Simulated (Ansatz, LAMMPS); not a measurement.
# Amorphous 79SiO2-21B2O3 (mol %) (96 atoms): geometry optimisation, part 4 of 4

Wanted: the relaxed structure of amorphous 79SiO2-21B2O3 (mol %) (96 atoms) and its electronic structure.

Ansatz 0.2.0; Kohn-Sham DFT, PBE, PAW (set soft_2), plane waves.

The cell: 22 Si, 12 B and 62 O. The quench rate of 100 K/ps far exceeds what a furnace or splat quench reaches. The network of bonds at the start is that of the classical potential that made the cell. Only the Γ point is sampled in the main run, in a cell whose shortest periodic width is 11 Å.

So far. Step 4 (Cell and atoms relaxed): The relaxation changed the energy by -52.6 meV/atom, and atoms moved by 0.32 Å r.m.s., 0.84 Å at most. Step 7 (K-mesh 2×2×2): Forces differ from those of the single point at the relaxed geometry by 1.9 meV/Å r.m.s.; the energy by -0.15 meV/atom and the gap by -0.032 eV. It took 2.3 min and 9 cycles; the reference's time can't be set against it, since the two runs asked for unlike analyses.

## (8) Functional HSE06

HSE06 mixes in a quarter of exact exchange at short range, which counters self-interaction, at a higher cost.

This step: Kohn-Sham DFT, HSE06, PAW (set soft_2), plane waves (Ansatz 0.2.0).

File input.yaml:

```yaml
crystal:
  lattice:
    - [10.55405, 0.12364, -0.37795]
    - [0.12364, 11.11933, -0.2553]
    - [-0.37795, -0.2553, 11.11051]
  atoms:
    [... the 96 atom lines of step 6 ...]
kpoints:
  mp_grid: { grid: [1, 1, 1] }
hamiltonian:
  xc: hse06
scf:
  occupations: { method: fermi_dirac, width: 0.025 }
output:
  forces: true
  stress: true
  populations: true
  dos:
    method: { smearing: { sigma: 0.08 } }
    de: 0.05
    projected: { site_lists: { B: [B], O: [O], Si: [Si] } }
  eigenvalues: true
```

Launch:

```sh
> ansatz run input.yaml --threads 4 --pin off --max-ram 8192MiB --backend cpu --events-out ev --progress --plain --runs-dir out
```

Numbers of over 12 decimals in the logs are rounded to 6 here.

Output:

```text
Warning: output.stress: scf.convergence.dr2_threshold = 1e-7 eV (the SCF's general default) is looser than the 1.6e-9 eV advised for a printed stress (1e-10 eV for each atom of the cell: 96, of which 16 are counted). What an SCF threshold leaves in a stress goes as its square root, and in the free energy as the threshold itself, and one threshold admits the most on a small cell: [...]
Warning: output.stress: scf.exx.energy_threshold = 1e-6 eV is looser than the 1.6e-7 eV advised for a stress under a hybrid functional (1e-8 eV for each atom of the cell: 96, of which 16 are counted). Every SCF of the exchange loop can meet its threshold on dr2 while the loop round them stops early: [...]
exact exchange: scf.exx.singularity resolves to wigner_seitz, which cuts the screened interaction at the faces of the exchange supercell's Wigner-Seitz cell, so that each pair interacts once, at the shortest of its separations (the periodic images that this leaves out come, [...]
[...]
Crystal: 96 atoms, lattice volume = 1301.440 Å³
Basis set: ecut = 420 eV, 25481 PW (Γ), exchange–correlation on 144×150×150 points (8 copies of the dense FFT grid, shifted against one another)
Bands: 344, of which v1, the nominal top of the filled ones, is band 248 counted from 1 (247 counted from 0)
Symmetry: 1 space group operations
[...]
k-points: 1
[...]
SCF iter   1: F=—  HF=-51135.003085 eV  |F-HF|=—  |Δ(HF+E_count)|=         —  Δρ=2.33e-3  dr2=8.74e-2  ethr=1.77e-3  ⟨swp⟩=13.0  Hψ=1991  notcnv=0
[...]
SCF iter   3: F=-51135.018998 eV  HF=-51135.017150 eV  |F-HF|=1.85e-3  |Δ(HF+E_count)|=   1.68e-3  Δρ=5.99e-4  dr2=2.44e-3  ethr=3.25e-6  ⟨swp⟩=18.0  Hψ=872  notcnv=0
SCF 1 stopped early in 3 iterations: F = -51135.018998 eV  dr2 = 2.44e-3
[...]
Exchange kernel: α = 0.2500, screened, ω = 0.2079 Å⁻¹, Wigner–Seitz truncation, v(0) = 945.0808 eV·Å³, q-mesh 1×1×1, nearest image of the exchange supercell L = 10.56 Å, pair-density grid 54×54×54, without the augmentation charges, whose exchange is taken in its separable form (sized by the pseudopotential files, [...]
Frozen-core exchange: fock
SCF iter   1: F=—  HF=-51140.857780 eV  |F-HF|=—  |Δ(HF+E_count)|=         —  Δρ=7.05e-3  dr2=5.28e-1  ethr=4.91e-6  ⟨swp⟩=12.0  Hψ=1811  notcnv=0
[...]
SCF iter   6: F=—  HF=-51140.833403 eV  |F-HF|=—  |Δ(HF+E_count)|=   1.43e-4  Δρ=6.89e-5  dr2=7.60e-5  ethr=1.01e-7  ⟨swp⟩=3.0  Hψ=810  notcnv=0
SCF iter   7: F=-51140.833390 eV  HF=-51140.833388 eV  |F-HF|=1.91e-6  |Δ(HF+E_count)|=   1.48e-5  Δρ=2.06e-5  dr2=3.11e-5  ethr=9.72e-9  ⟨swp⟩=7.0  Hψ=887  notcnv=0
SCF 2 stopped early in 7 iterations: F = -51140.833390 eV  dr2 = 3.11e-5
  Residual-converged pass: ⟨swp⟩=4.0  Hψ=872  notcnv=0  max |occ|·‖R‖ = 6.1e-6 eV (tolerance 6.7e-6 eV)  dr2=3.12e-5  dr2_onsite=2.63e-7  max |Δocc| = 0.0e0
[...]
hybrid outer 1: dexx = +1.877e-1 eV, tail = 1.78e-4 eV
[...]
Frozen-core exchange: fock
SCF iter   1: F=—  HF=-51140.831184 eV  |F-HF|=—  |Δ(HF+E_count)|=         —  Δρ=3.19e-5  dr2=6.69e-6  ethr=1.79e-7  ⟨swp⟩=15.0  Hψ=1138  notcnv=0
[...]
SCF iter   5: F=-51140.831185 eV  HF=-51140.831185 eV  |F-HF|=3.20e-10  |Δ(HF+E_count)|=   2.69e-9  Δρ=2.28e-7  dr2=1.33e-9  ethr=1.80e-12  ⟨swp⟩=5.0  Hψ=698  notcnv=0  defer=11
SCF 3 converged in 5 iterations: F = -51140.831185 eV  dr2 = 1.33e-9
[...]
hybrid outer 2: dexx = +1.975e-6 eV, tail = 3.19e-8 eV, Δε = 8.44e-4 eV (about 1.15e-5 eV left of the loop's levels), ΔF = 3.50e-3 eV/Å (tail 2.34e-4)
hybrid SCF converged: 2 outer / 12 inner (+3 warm-up), last move |dexx| = 1.97e-6 eV, tail = 3.19e-8 eV
Stability not checked: this state was not tested for a lower state beside it, because the functional holds exact exchange (a hybrid, or Hartree-Fock), whose exchange loop this test does not read (fock_operator; see scf.lower_state_search)
Free energy (F): -51140.831185 eV
Frozen-core exchange: fock
[...]
Internal energy: -51140.831185 eV  (E = F + TS)
E sigma→0 (E₀):  -51140.831185 eV
Fermi energy:    3.611397 eV
[...]
Σ components = -51140.831185   (vs F -51140.831185, Δ=7.28e-12)
--- Forces (eV/Å), atoms counted from 1 ---
  atom   1  Si    -0.01286667    -0.00934308    -0.09555793
  atom   2  Si     0.05115287     0.01253717    -0.02106915
  atom   3  Si    -0.06343303    -0.03067357     0.00810558
  atom   4  Si    -0.01326967    -0.00883921    -0.05273742
[...]
atom  96  O      0.00299568    -0.07821280    -0.08586733
  max |Σ_I F_I| component: 4.54e-4 eV/Å
--- Stress (GPa, compression-positive) ---
       -4.648173      -0.160961      -0.196481
       -0.160950      -4.985221       0.001573
       -0.196484       0.001566      -4.492315
  P = ⅓ Tr σ = -4.7086 GPa (-47.086 kbar)
--- Band table (eV) ---
[...]
--- Löwdin populations: 96 sites ---
  site symbol       q [e]
     0     Si      2.1474
     1     Si      2.1380
     2     Si      2.1460
[...]
95      O      6.8176
  spilling = 0.012751 (of n_electrons = 496.000000)
```

The job ended after 3.3 min (4 threads of Arm Neoverse V2, shared host; peak memory 3.8 GiB; 13 min of CPU time).

The program notes that the exchange threshold is loose for the stress and the SCF threshold is loose for the stress.

Geometry and reference: those of the single point at the relaxed geometry.

Forces differ from those of the single point at the relaxed geometry by 183 meV/Å r.m.s.; the pressure by -4.7 GPa and the gap by +1.8 eV. It took 3.3 min and 15 cycles; the reference's time can't be set against it, since the two runs asked for unlike analyses.

Read from the output:

- free energy: -51140.8312 eV
- free energy per atom: -532.7170 eV/atom
- SCF cycles: 15
- pressure: -4.709 GPa
- r.m.s. force component: 0.1835 eV/Å
- longest force: 0.6268 eV/Å
- Fermi energy: 3.611 eV
- gap (highest filled to lowest empty level): 7.252 eV
- spilling of the projection: 0.01275

Length of the force by element:

```tsv
element	coordination	atoms	mean length of the force (eV/Å)	spread	least	most
B	all	12	0.0546	0.0268	0.023	0.110
O	all	62	0.374	0.12	0.103	0.627
Si	all	22	0.0607	0.0178	0.0368	0.0969
```

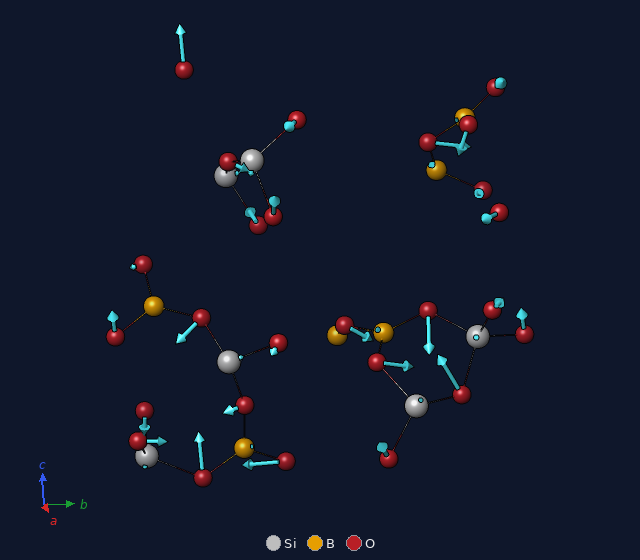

Forces as arrows; the longest in the cell is 0.627 eV/Å. Drawn is a slice 4 Å thick, seen along the normal of the bc plane. Bonds to atoms that aren't drawn are left out.

Löwdin charges by element (they lack the spilled electrons, 0.066 e an atom on average):

```tsv
element	coordination	atoms	mean charge (e)	spread	least	most
B	all	12	0.731	0.0157	0.709	0.754
O	all	62	-0.697	0.113	-0.825	-0.411
Si	all	22	1.85	0.0093	1.84	1.87
```

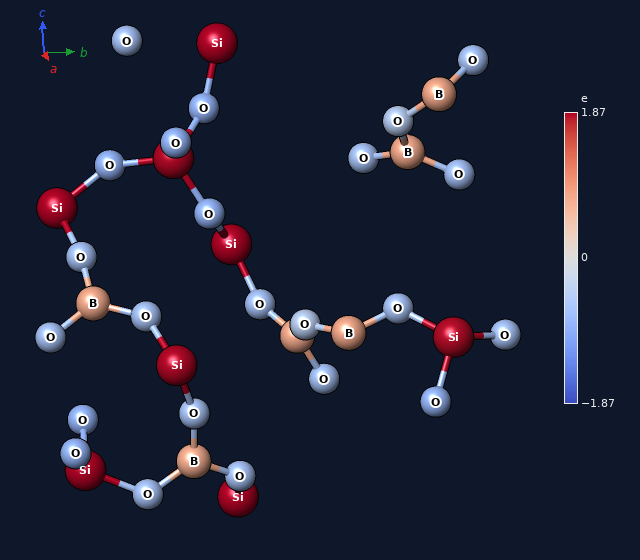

Atoms coloured by Löwdin charge. Drawn is a slice 4 Å thick, seen along the normal of the bc plane. Bonds to atoms that aren't drawn are left out.

Charge against the make-up of the first shell:

```tsv
Si neighbours of O	atoms	mean charge (e)
0	3	-0.423
1	30	-0.616
2	29	-0.81
```

States in the cell by windows of 1 eV, zero at the Fermi level; the larger projections on atomic orbitals stand beside the total:

```tsv
from (eV)	to (eV)	total	O p	Si p
-10	-9	44.9	33.6	6.4
-9	-8	16.7	12.9	2.4
-8	-7	27.9	21.7	1.5
-7	-6	52.9	46.0	2.6
-6	-5	73.7	68.6	1.8
-5	-4	75.6	72.8	0.8
-4	-3	14.4	14.1	0.1
-3	3	0.0	0.0	0.0
3	4	2.0	0.1	0.0
4	5	0.2	0.0	0.0
```

Between -25 and -10 eV lie 190 more states.

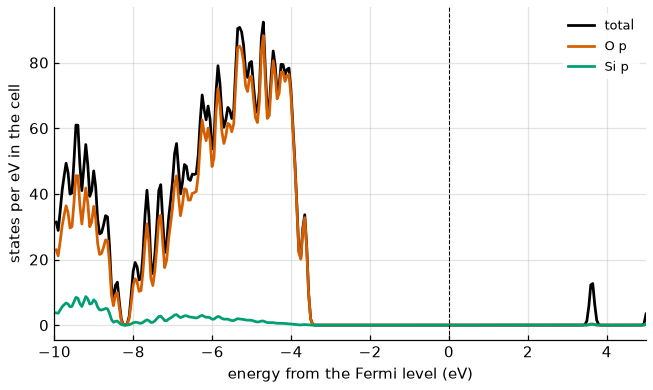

Total and projected density of states, with the broadening of the input.

The levels nearest the highest filled one (over half full), pooled over k-points and spins:

```tsv
level less the highest filled one (eV)	occupation
-0.310	2
-0.242	2
-0.231	2
-0.0892	2
-0.0267	2
0	2
7.25	0
8.73	0
8.77	0
8.80	0
8.87	0
8.94	0
```

## (9) Functional r2SCAN (500 eV)

The meta-GGA r2SCAN uses the kinetic energy density as well as the density and its gradient. Besides, the cutoff goes from 420 to 500 eV.

This step: Kohn-Sham DFT, r2SCAN, PAW (set soft_2), plane waves (Ansatz 0.2.0).

Edit input.yaml of step 8 so:

```diff
@@ -10,3 +10,3 @@
 hamiltonian:
-  xc: hse06
+  xc: r2scan
 scf:
```

Output:

```text
[...]
Crystal: 96 atoms, lattice volume = 1301.440 Å³
Basis set: ecut = 500 eV, 33011 PW (Γ), exchange–correlation on 320×360×360 points (64 copies of the dense FFT grid, shifted against one another)
Bands: 344, of which v1, the nominal top of the filled ones, is band 248 counted from 1 (247 counted from 0)
Symmetry: 1 space group operations
[...]
k-points: 1
[...]
SCF iter   1: F=—  HF=-51294.097344 eV  |F-HF|=—  |Δ(HF+E_count)|=         —  Δρ=7.63e-3  dr2=7.73e-1  dr2_τ=9.09e0  ethr=1.77e-3  ⟨swp⟩=7.0  Hψ=1718  notcnv=0  defer=65
[...]
SCF iter   8: F=—  HF=-51296.816486 eV  |F-HF|=—  |Δ(HF+E_count)|=   2.48e-6  Δρ=6.58e-6  dr2=4.87e-7  dr2_τ=5.64e-8  ethr=4.29e-10  ⟨swp⟩=2.0  Hψ=504  notcnv=0  defer=88
SCF iter   9: F=-51296.816486 eV  HF=-51296.816486 eV  |F-HF|=5.74e-8  |Δ(HF+E_count)|=   1.73e-7  Δρ=1.06e-6  dr2=2.15e-8  dr2_τ=1.36e-9  ethr=2.02e-11  ⟨swp⟩=16.0  Hψ=2109  notcnv=0
SCF 1 converged in 9 iterations: F = -51296.816486 eV  dr2 = 2.15e-8
[...]
SCF converged after 9 iterations
Free energy (F): -51296.816486 eV
[...]
Internal energy: -51296.816486 eV  (E = F + TS)
E sigma→0 (E₀):  -51296.816486 eV
Fermi energy:    3.933870 eV
[...]
Σ components = -51296.816486   (vs F -51296.816486, Δ=0.00e0)
--- Forces (eV/Å), atoms counted from 1 ---
  atom   1  Si    -0.02716471    -0.02123484    -0.07871809
  atom   2  Si     0.04176341     0.03361086    -0.02186256
  atom   3  Si    -0.04812133    -0.01217495    -0.00598291
  atom   4  Si    -0.00567102    -0.02166188    -0.04717607
[...]
atom  96  O     -0.00142459    -0.07292250    -0.07899231
  max |Σ_I F_I| component: 1.45e-4 eV/Å
--- Stress (GPa, compression-positive) ---
       -4.458654      -0.083319      -0.155099
       -0.083314      -4.671349      -0.004438
       -0.155101      -0.004440      -4.390995
  P = ⅓ Tr σ = -4.5070 GPa (-45.070 kbar)
--- Band table (eV) ---
[...]
--- Löwdin populations: 96 sites ---
  site symbol       q [e]
     0     Si      2.1433
     1     Si      2.1346
     2     Si      2.1417
[...]
95      O      6.8208
  spilling = 0.012522 (of n_electrons = 496.000000)
```

The job ended after 41 s (4 threads; peak memory 3.6 GiB).

Geometry and reference: those of the single point at the relaxed geometry.

Forces differ from those of the single point at the relaxed geometry by 149 meV/Å r.m.s.; the pressure by -4.5 GPa and the gap by +0.65 eV. It took 41 s and 9 cycles; the reference's time can't be set against it, since the two runs asked for unlike analyses.

## (10) Functional PBEsol

PBEsol restores the gradient expansion of exchange for slowly varying densities and usually gives shorter bonds in solids than PBE.

This step: Kohn-Sham DFT, PBEsol, PAW (set soft_2), plane waves (Ansatz 0.2.0).

Edit input.yaml of step 9 so:

```diff
@@ -10,3 +10,3 @@
 hamiltonian:
-  xc: r2scan
+  xc: pbesol
 scf:
```

Output:

```text
[...]
Crystal: 96 atoms, lattice volume = 1301.440 Å³
Basis set: ecut = 420 eV, 25481 PW (Γ), exchange–correlation on 144×150×150 points (8 copies of the dense FFT grid, shifted against one another)
Bands: 344, of which v1, the nominal top of the filled ones, is band 248 counted from 1 (247 counted from 0)
Symmetry: 1 space group operations
[...]
k-points: 1
[...]
SCF iter   1: F=—  HF=-50373.288316 eV  |F-HF|=—  |Δ(HF+E_count)|=         —  Δρ=1.15e-2  dr2=1.36e0  ethr=1.77e-3  ⟨swp⟩=7.0  Hψ=1725  notcnv=0  defer=62
[...]
SCF iter   8: F=—  HF=-50372.893678 eV  |F-HF|=—  |Δ(HF+E_count)|=   9.33e-7  Δρ=6.03e-6  dr2=4.22e-7  ethr=4.49e-10  ⟨swp⟩=2.0  Hψ=500  notcnv=0  defer=92
SCF iter   9: F=-50372.893678 eV  HF=-50372.893678 eV  |F-HF|=4.80e-8  |Δ(HF+E_count)|=   2.69e-7  Δρ=1.27e-6  dr2=3.04e-8  ethr=2.02e-11  ⟨swp⟩=14.0  Hψ=2109  notcnv=0
SCF 1 converged in 9 iterations: F = -50372.893678 eV  dr2 = 3.04e-8
[...]
SCF converged after 9 iterations
Free energy (F): -50372.893678 eV
[...]
Internal energy: -50372.893678 eV  (E = F + TS)
E sigma→0 (E₀):  -50372.893678 eV
Fermi energy:    3.952120 eV
[...]
Σ components = -50372.893678   (vs F -50372.893678, Δ=0.00e0)
--- Forces (eV/Å), atoms counted from 1 ---
  atom   1  Si     0.05365947     0.01172449     0.00984165
  atom   2  Si     0.01562606     0.01284827    -0.01480809
  atom   3  Si    -0.03491204     0.02130023     0.01946978
  atom   4  Si     0.01044499     0.03674813     0.00394920
[...]
atom  96  O     -0.00257710    -0.02251030    -0.02883790
  max |Σ_I F_I| component: 5.01e-5 eV/Å
--- Stress (GPa, compression-positive) ---
       -2.347256      -0.015322      -0.065591
       -0.015316      -2.533333      -0.012622
       -0.065594      -0.012626      -2.332414
  P = ⅓ Tr σ = -2.4043 GPa (-24.043 kbar)
--- Band table (eV) ---
[...]
--- Löwdin populations: 96 sites ---
  site symbol       q [e]
     0     Si      2.2374
     1     Si      2.2284
     2     Si      2.2351
[...]
95      O      6.7721
  spilling = 0.012686 (of n_electrons = 496.000000)
```

The job ended after 15 s (4 threads; peak memory 1.5 GiB; 57 s of CPU time).

Geometry and reference: those of the single point at the relaxed geometry.

Forces differ from those of the single point at the relaxed geometry by 59 meV/Å r.m.s.; the pressure by -2.4 GPa and the gap by -0.050 eV.

## (11) What each setting buys

Differences are against the single point at the relaxed geometry (Kohn-Sham DFT, PBE, PAW (set soft_2), plane waves), whose r.m.s. force component is 0.00317 eV/Å. Energies are set beside the reference only for runs with its functional, potentials and electron count. Times are for 4 threads of Arm Neoverse V2, shared host. The reference's time includes grids, which some other runs skip.

```tsv
run	Δ force, r.m.s. (meV/Å)	Δ energy (meV/atom)	Δ pressure (GPa)	Δ gap (eV)	cycles	time	host memory (GiB)
reference	-	-	-	-	9	18 s	1.5
k-mesh 2×2×2	1.87	-0.146	-0.0017	-0.0318	9	2.3 min	5.7
functional HSE06	183	-	-4.70	1.83	15	3.3 min	3.8
functional r2SCAN (500 eV)	149	-	-4.50	0.651	9	41 s	3.6
functional PBEsol	58.8	-	-2.39	-0.0497	9	15 s	1.5
```

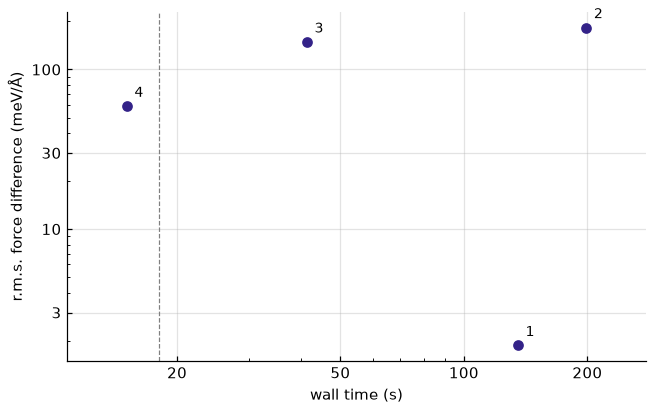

Force difference from the reference against wall time; the dashed line marks the reference's time. Points: 1 k-mesh 2×2×2; 2 functional HSE06; 3 functional r2SCAN (500 eV); 4 functional PBEsol.

## (12) Outcome

| Item | Value |
| --- | --- |
| energy change in the relaxation | -52.64 meV/atom |
| r.m.s. displacement | 0.32 Å |
| largest displacement | 0.841 Å |
| free energy per atom | -532.6561 eV/atom |
| pressure | -0.01202 GPa |
| r.m.s. force component | 0.00317 eV/Å |
| gap (highest filled to lowest empty level) | 5.421 eV |
| wall time of the 7 DFT runs | 11 min |

What this shows: Relaxation lowers the energy by 52.6 meV/atom and moves atoms by 0.32 Å r.m.s.; the r.m.s. force component goes from 0.58 to 0.0032 eV/Å. Displacements are taken in the final cell, so they leave out its strain. By the final cutoffs 1 of 125 bonded pairs parted and 0 joined. The cell shrank by 5.5 % in volume. First to last step the energy falls by 5.053 eV, across changes of basis; the largest move, 0.84 Å, is that of O82. The O-B bonds change most in mean length: from 1.403 Å (spread 0.028) to 1.373 Å (spread 0.010), and their number from 37 to 36. With the cutoffs above, all B atoms have 3, all O atoms have 2 and all Si atoms have 4 bonded neighbours. 100 % of the oxygens bridge two formers (Si and B) and 0 % are non-bridging. Between filled and empty levels lie 5.42 eV (at Γ alone); a semilocal functional tends to put such gaps too low. In a disordered cell it changes from sample to sample, and tail or defect levels can set it.

Among the changes of functional, dispersion, potentials or spin, functional HSE06 moves the forces most, by 183 meV/Å r.m.s. The gap changes by +1.83 eV with HSE06.

What to keep in mind: The network of bonds at the start is that of the classical potential that made the cell; in DFT 1 of its 125 bonded pairs passed out of the cutoffs and 0 came within them.

[Logs are printed without paths, hosts, clocks, repeated set-up lines and the standing remarks that a program may print on its own settings, such as how far it seeks lower states.]

[Hosts, paths, dates, database ids (printed as entryN), source tags and the programs' standing remarks are cut or masked in the printed files.]
